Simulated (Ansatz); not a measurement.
# Calculations on C6H10S

## 1. Relaxation

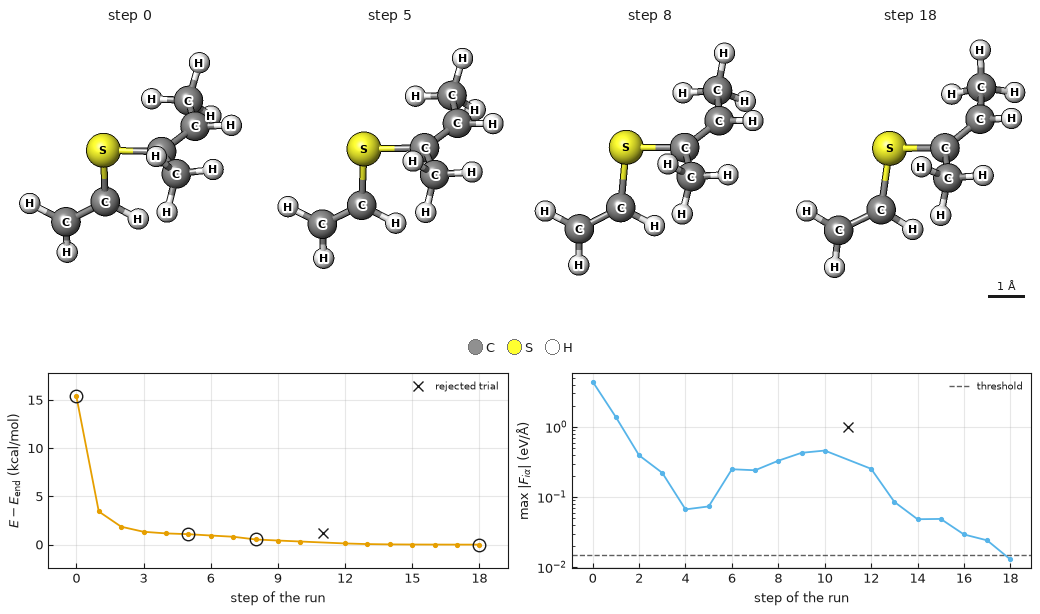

Frames of a relaxation of C6H10S, marked on the history of the run. The picture is a ball-and-stick view, seen from a free direction.

The run prepares an end point of a later path (torsion) calculation, from a guessed geometry.

Method: Ansatz 0.2.0, RKS PBE0/6-31G*. Settings: no spin polarisation; force threshold 0.015 eV/Å; at most 40 steps.

Q: What happens along the run?

A: The energy falls by 15.4 kcal/mol in 17 accepted moves (18 points after the start). Largest force component: 4.4 eV/Å at the start, 0.013 eV/Å at the end. The line search rejected the trial step at point 11 of the run. The atom that moves furthest after the best rigid fit is an H atom (1.04 Å). Largest moves by element: H 1.04 Å, S 0.78 Å, C 0.67 Å. Among the contacts that change: C–S 1.705 → 1.784 Å, C–H 1.156 → 1.086 Å, C–C 1.403 → 1.341 Å, C–H 1.028 → 1.086 Å. Among the angles between lasting bonds that change: C–C–H 116.0° → 121.3°, C–S–C 96.3° → 101.4°, S–C–C 121.1° → 116.2°. Groups turn about C–S by about 40°, C–S by about 30°. The run took 67 s on 2 threads of INTEL(R) XEON(R) PLATINUM 8581C CPU @ 2.30GHz (Emerald Rapids) (shared host), peak memory 0.41 GiB. From step 0 to 5: an H atom moves most (0.27 Å), energy −14.3 kcal/mol. From step 5 to 8: an H atom moves most (0.42 Å), energy −0.55 kcal/mol. From step 8 to 18: an H atom moves most (0.41 Å), energy −0.54 kcal/mol.

```
step  E − E(0), kcal/mol  largest force component, eV/Å      note
   0                0.00                         4.4284          
   1              -11.93                         1.3816          
   2              -13.51                         0.3936          
   3              -14.03                         0.2214          
   4              -14.20                         0.0667          
   5              -14.28                         0.0735          
   6              -14.42                         0.2493          
   7              -14.55                         0.2411          
   8              -14.83                         0.3298          
   9              -14.94                         0.4276          
  10              -15.04                         0.4605          
  11              -14.16                         0.9913  rejected
  12              -15.24                         0.2528          
  13              -15.31                         0.0853          
  14              -15.34                         0.0483          
  15              -15.35                         0.0488          
  16              -15.36                         0.0293          
  17              -15.36                         0.0241          
  18              -15.36                         0.0129
```

## 2. Relaxation

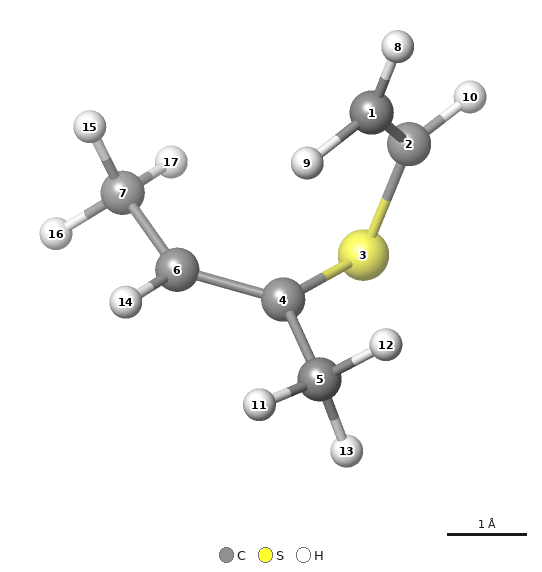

C$_{6}$H$_{10}$S, before the relaxation. Style: ball-and-stick. Shown at a tilt.

The run prepares an end point of a later path (torsion) calculation, from a guessed geometry.

Theory: RKS PBE0/6-31G* in Ansatz 0.2.0.

The input:
```yaml
crystal:
  periodic: [false, false, false]
  atoms:
    - { symbol: C, position_ang: [2.0876, -0.1257, 2.3869] }
    - { symbol: C, position_ang: [1.3297, -0.1296, 1.2392] }
    - { symbol: S, position_ang: [0.222, 1.1573, 0.7905] }
    - { symbol: C, position_ang: [0.37987, 2.05063, 2.23394] }
    - { symbol: C, position_ang: [-0.57558, 1.87701, 3.34611] }
    - { symbol: C, position_ang: [1.32781, 3.08204, 2.30251] }
    - { symbol: C, position_ang: [2.37079, 3.45968, 1.30722] }
    - { symbol: H, position_ang: [2.7488, -0.8739, 2.633] }
    - { symbol: H, position_ang: [1.9724, 0.7718, 3.1069] }
    - { symbol: H, position_ang: [1.4395, -0.9854, 0.6073] }
    - { symbol: H, position_ang: [-0.40942, 2.55534, 4.149] }
    - { symbol: H, position_ang: [-0.48681, 0.82738, 3.69876] }
    - { symbol: H, position_ang: [-1.62322, 2.07227, 2.96491] }
    - { symbol: H, position_ang: [1.37876, 3.68485, 3.19677] }
    - { symbol: H, position_ang: [3.39111, 3.35396, 1.73428] }
    - { symbol: H, position_ang: [2.22308, 4.534, 1.02802] }
    - { symbol: H, position_ang: [2.30906, 2.91077, 0.36367] }
basis:
  gaussian: { orbitals: "6-31G*" }
hamiltonian:
  xc: pbe0
relax:
  f_tol: 0.015
  max_steps: 40
output:
  orbitals: {}
```

Run as
```bash
ansatz run input.yaml --threads 2 --pin off --max-ram 3072MiB --backend cpu --events-out ev --progress --plain --runs-dir out
```

**What does the optimiser find from here?**

The energy falls by 0.727 eV in 13 accepted moves (15 points after the start). The largest force component goes from 4.8 to 0.0079 eV/Å. The line search rejected the trial steps at points 9, 11 of the run. H8 moves most after the best rigid fit: 0.71 Å. By element the largest moves are H 0.71 Å, C 0.39 Å, S 0.32 Å. Near-neighbour distances that change, for instance: S3–C4 1.705 → 1.786 Å, C1–H9 1.156 → 1.087 Å, C4–C6 1.403 → 1.340 Å, C1–H8 1.028 → 1.086 Å. Among the angles between lasting bonds that change: S3–C2–H10 120.0° → 111.2°, C2–S3–C4 96.3° → 102.5°, S3–C4–C5 121.1° → 115.4°. Groups turn about S3–C4 by about 20°. Cost: 60 s on 2 threads of INTEL(R) XEON(R) PLATINUM 8581C CPU @ 2.30GHz (Emerald Rapids), on a shared host, peak memory 0.41 GiB.

Step by step:

```csv
step,"E − E(0), eV","largest force component, eV/Å",note
0,0.0000,4.7745,
1,-0.5941,1.2199,
2,-0.6857,0.5640,
3,-0.7061,0.2234,
4,-0.7131,0.1104,
5,-0.7175,0.0369,
6,-0.7206,0.0733,
7,-0.7229,0.1301,
8,-0.7246,0.1129,
9,-0.7246,0.1454,rejected
10,-0.7265,0.0314,
11,-0.7257,0.1049,rejected
12,-0.7272,0.0188,
13,-0.7274,0.0267,
14,-0.7274,0.0222,
15,-0.7275,0.0079,
```

Final geometry:

```xyz
17

C     1.9733   -0.4868    2.4858
C     1.2719   -0.3163    1.3647
S     0.5417    1.1687    0.7610
C     0.5493    2.2186    2.2059
C    -0.4367    1.8483    3.2760
C     1.3251    3.3099    2.2665
C     2.3272    3.7905    1.2721
H     2.3655   -1.4664    2.7419
H     2.1813    0.3328    3.1682
H     1.0919   -1.1475    0.6855
H    -0.3270    2.4984    4.1508
H    -0.2972    0.8100    3.5968
H    -1.4640    1.9360    2.9035
H     1.2034    3.9351    3.1538
H     3.3005    3.9472    1.7545
H     2.0251    4.7598    0.8539
H     2.4541    3.0841    0.4480
```

The end point in the same view:

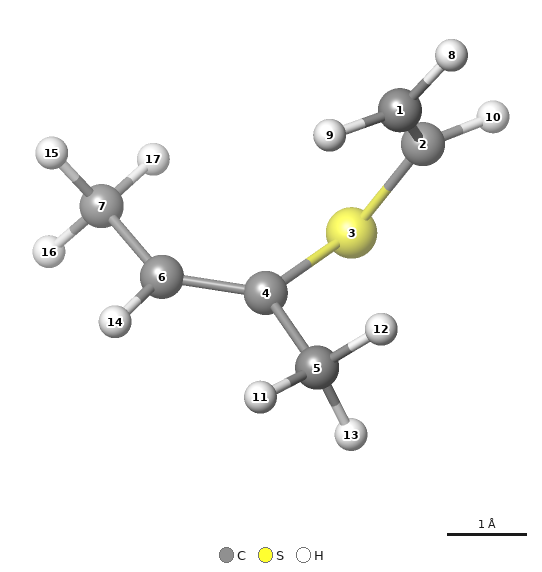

## 3. Path

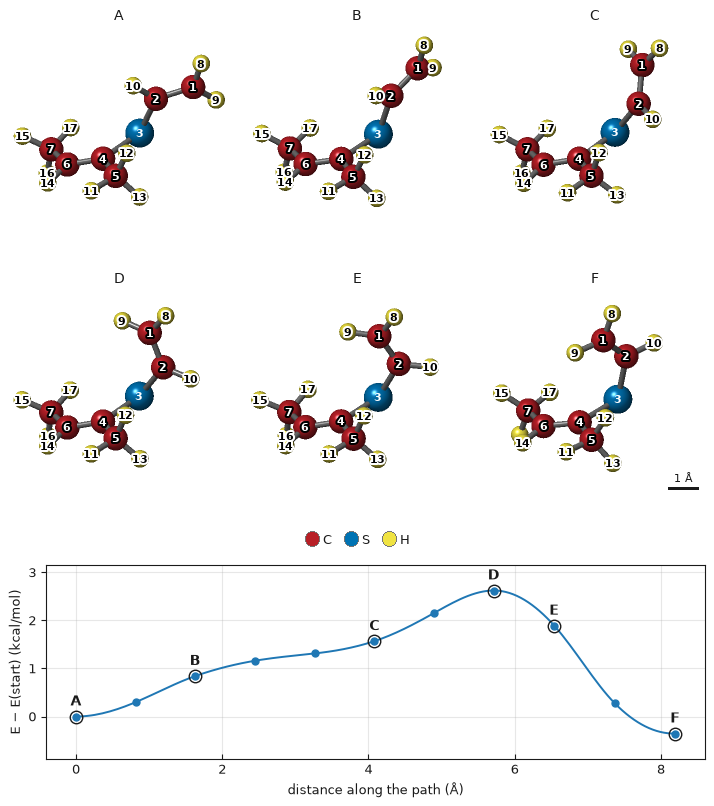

A nudged-elastic-band calculation for C$_{6}$H$_{10}$S. Images are numbered from 0 (start) to 10 (end). Frames A to F are images 0, 2, 5, 7, 8, 10. A ball-and-stick model, seen from a free direction.

These are results of RKS PBE0/6-31G* (Ansatz), not measurements. Run with 9 movable images; climbing image; force threshold 0.05 eV/Å; iteration limit 56; starting path through a guess of the saddle point.

Describe the mechanism and the energy profile.

Answer. The energy climbs by 2.62 kcal/mol to image 7 and then falls by 2.98 kcal/mol, so the end point sits at −0.35 kcal/mol. The motion is a rotation about the C2–S3 bond by about 200°. No bond forms or breaks between the ends. The band is converged. At the top, the vibrational analysis gives one imaginary mode (90i cm⁻¹), as a transition state must have.

The run took 10 min on 2 threads of INTEL(R) XEON(R) PLATINUM 8581C CPU @ 2.30GHz (Emerald Rapids), with other jobs on the host, peak memory 0.44 GiB.
